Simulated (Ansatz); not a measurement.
# Al6Si (built on the sites of a database entry of SiB6): following an unstable mode, part 3 of 3

Aim: this structure of Al6Si (built on the sites of a database entry of SiB6) is to be tested for unstable modes, and one is followed downhill.

Ansatz 0.2.0; DFT PBEsol, scalar-relativistic, plane waves, PAW.

So far. Step 5 (Energy along the mode, all amplitudes (two of the runs …): The lowest of the steps tried is the last one, at 0.6 Å, 31.0 meV/atom below the parent; the bottom of the well need not coincide with a step. Step 7 (The new phase in its own primitive cell): The largest force component left is 0.093 meV/Å and the pressure is 0.004 GPa, within the tolerances set. The cell now holds 15.78 Å³/atom. The relaxed cell has a = 7.454, c = 6.885 Å (conventional setting).

The structure was built from a prototype and need not be the compound's stable phase.

## 8. Modes of the new phase

A relaxed structure may still be a saddle point, so its zone-centre modes are computed. No field response is asked, since the mesh shows no gap.

input.yaml reads:

```yaml
crystal:
  lattice:
    - [3.7272384472, 2.1519221209, 2.2950787189]
    - [-3.7272384472, 2.1519221209, 2.2950787189]
    - [0.0, -4.3038442417, 2.2950787189]
  atoms:
    - { symbol: Si, position: [0.0, 0.0, 0.0] }
    - { symbol: Al, position: [0.1415142355, 0.5705219304, 0.2836520451] }
    - { symbol: Al, position: [0.5705219304, 0.2836520451, 0.1415142355] }
    - { symbol: Al, position: [0.8584857645, 0.4294780696, 0.7163479549] }
    - { symbol: Al, position: [0.4294780696, 0.7163479549, 0.8584857645] }
    - { symbol: Al, position: [0.7163479549, 0.8584857645, 0.4294780696] }
    - { symbol: Al, position: [0.2836520451, 0.1415142355, 0.5705219304] }
kpoints:
  mp_grid: { grid: [6, 6, 6] }
hamiltonian:
  xc: pbesol
scf:
  occupations: { method: methfessel_paxton, width: 0.15 }
output:
  eigenvalues: true
phonons:
  method: dfpt
```

Launch:

```
$ ansatz run input.yaml --threads 8 --pin off --max-ram 14336MiB --backend cpu --events-out ev --progress --plain --runs-dir out
```

Numbers of over 12 decimals in the logs are rounded to 6 here.

What it wrote:

```text
[...]
Crystal: 7 atoms, lattice volume = 110.449 Å³
Basis set: ecut = 420 eV, 2173 PW (Γ), exchange–correlation on 72×72×72 points (8 copies of the dense FFT grid, shifted against one another)
Bands: 18, of which v1, the nominal top of the filled ones, is band 11 counted from 1 (10 counted from 0)
Symmetry: 6 space group operations
k-points: 112 of 216 (irreducible under 1 space group operation, time reversal used)
[...]
SCF iter   1: F=—  HF=-3768.450143 eV  |F-HF|=—  |Δ(HF+E_count)|=         —  Δρ=1.43e-3  dr2=4.04e-3  ethr=1.77e-3  ⟨swp⟩=6.1  Hψ=12031  notcnv=0
[...]
SCF iter   7: F=-3768.449524 eV  HF=-3768.449524 eV  |F-HF|=1.82e-12  |Δ(HF+E_count)|=  4.37e-11  S|Δr|=    0.00e0  Δρ=3.15e-8  dr2=1.48e-12  ethr=1.00e-12  ⟨swp⟩=8.9  Hψ=10222  notcnv=0
SCF 1 converged in 7 iterations: F = -3768.449524 eV  dr2 = 1.48e-12
[...]
SCF converged after 7 iterations
[...]
Free energy (F): -3768.449524 eV
[...]
Internal energy: -3768.445918 eV  (E = F + TS)
E sigma→0 (E₀):  -3768.448622 eV
Entropy (-TS):   -0.003606 eV (-0.515 meV/atom)
Fermi energy:    8.538892 eV
[...]
--- Band table (eV; the first three rows and the last of 112) ---
  k-point 0: bands = [... 7 lower, 6.6177, 6.7696, 6.7696, 7.2907, 7.2914, 7.2914, 11.5303, 11.7489, ... 3 higher]
  k-point 1: bands = [... 7 lower, 5.5229, 5.7795, 7.0586, 7.2332, 8.4852, 8.8040, 9.7918, 10.3556, ... 3 higher]
  k-point 2: bands = [... 7 lower, 5.0264, 7.0623, 7.4967, 7.6376, 8.0495, 8.6214, 9.9942, 10.1512, ... 3 higher]
  k-point 111: bands = [... 7 lower, 3.8274, 10.3941, 10.3941, 10.8018, 10.9763, 11.0958, 11.0958, 12.6261, ... 3 higher]
[...]
k mesh reduced under 1 symmetry operation, with k and −k counted as one. Each operation leaves every solved perturbation unchanged. A smaller set is not used because it would not reduce the number of displacements times k-points to solve
  ASR residual: 1.109e-5 → 0.000e0 eV/Å²; symmetrization residual: 9.498e-7 eV/Å²
  ASR residual per site (eV/Å²): 7.45e-6 1.11e-5 8.50e-6 1.11e-5 8.50e-6 7.38e-6 7.38e-6
[...]
```

The job ended after 12 s (8 threads of Arm Neoverse V2, shared host; peak memory 1.1 GiB).

Numbers from this step:

```yaml
sum_rule_residual_before_enforcement: 1.11e-5 eV/Å²
point_group: -3
highest_optical_mode_at_the_zone_centre_no_lo_to_term: 310.8 cm⁻¹
lowest_optical_zone_centre_mode: 152.2 cm⁻¹
```

Patterns of degenerate modes are one choice out of their space. The modes at Γ (shares of kinetic energy by element, %):

| mode | frequency (cm⁻¹) | symmetry | Si % | Al % |
| --- | --- | --- | --- | --- |
| 1 | 0.0 | acoustic | 15 | 85 |
| 2 | 0.0 | acoustic | 15 | 85 |
| 3 | 0.0 | acoustic | 15 | 85 |
| 4 | 152.2 | Au | 23 | 77 |
| 5 | 161.8 | Eu | 60 | 40 |
| 6 | 161.8 | Eu | 60 | 40 |
| 7 | 174.5 | Eg | 0 | 100 |
| 8 | 174.5 | Eg | 0 | 100 |
| 9 | 177.5 | Ag | 0 | 100 |
| 10 | 215.3 | Au | 56 | 44 |
| 11 | 223.3 | Eu | 16 | 84 |
| 12 | 223.3 | Eu | 16 | 84 |
| 13 | 238.5 | Eg | 0 | 100 |
| 14 | 238.5 | Eg | 0 | 100 |
| 15 | 239.3 | Ag | 0 | 100 |
| 16 | 284.2 | Eu | 9 | 91 |
| 17 | 284.2 | Eu | 9 | 91 |
| 18 | 297.8 | Au | 6 | 94 |
| 19 | 306.8 | Eg | 0 | 100 |
| 20 | 306.8 | Eg | 0 | 100 |
| 21 | 310.8 | Ag | 0 | 100 |

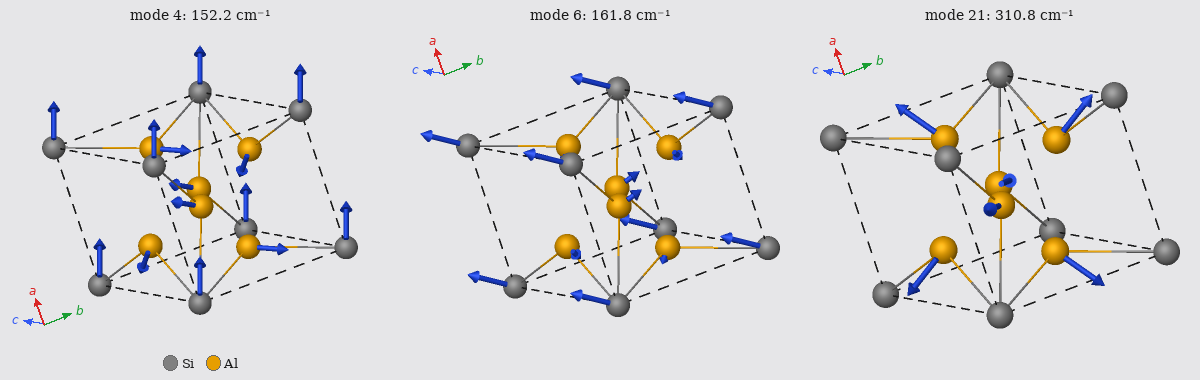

Displacement patterns of modes 4, 6 and 21 at Γ; arrows are exaggerated. Some periodic images of atoms are drawn too.

Before it was imposed, the acoustic sum rule was missed by 1.1e-5 eV/Å². Small misses are needed for a sound result but don't prove that mesh and cutoff are converged. The lowest optical mode is real, 152 cm⁻¹.

## 9. Results

| Quantity | Value |
| --- | --- |
| unstable mode of the parent | q = (0, 0, 0), 70i cm⁻¹ |
| depth at the lowest point sampled | 31.0 meV/atom |
| largest atomic shift at that point | 0.6 Å |
| space group reached (within 0.01 Å) | R-3 |
| energy gained over the parent (first relaxation, on the mesh of the frozen mode) | 1151 meV/atom |
| volume per atom, phase reached | 15.8 Å³ |
| lowest optical zone-centre mode, phase reached | 152 cm⁻¹ |
| highest optical mode at the zone centre (no LO-TO term), phase reached | 311 cm⁻¹ |

**Reading.** Along this mode the structure falls into R-3, 1151 meV/atom below the parent. At the parent's cell the well is 31.03 meV/atom deep on the steps tried, with its lowest point at a shift of 0.6 Å. That is the last step tried, so the steps alone don't bracket the bottom of the well. Relaxing atoms and cell changes the gain by +1120.17 meV/atom against the lowest step (energies at zero smearing). Most of the total comes from this relaxation. The new phase has no imaginary mode at the zone centre of its cell; other wavevectors were not checked. Of the 6 patterns followed to their end from this parent, this one reaches the lowest energy. Each path keeps the symmetry of its pattern, so a lower phase may lie along a pattern not tried. With no gap, or one that is small against the smearing, the frequencies hang on the k mesh and the smearing, most of all near Kohn anomalies. The starting cell was built on a prototype and not taken from a measurement, so the phase need not exist.

[Logs are printed without paths, hosts, clocks, repeated set-up lines and the standing remarks that a program may print on its own settings, such as how far it seeks lower states.]

[Hosts, paths, dates, database ids (printed as entryN), source tags and the programs' standing remarks are cut or masked in the printed files.]
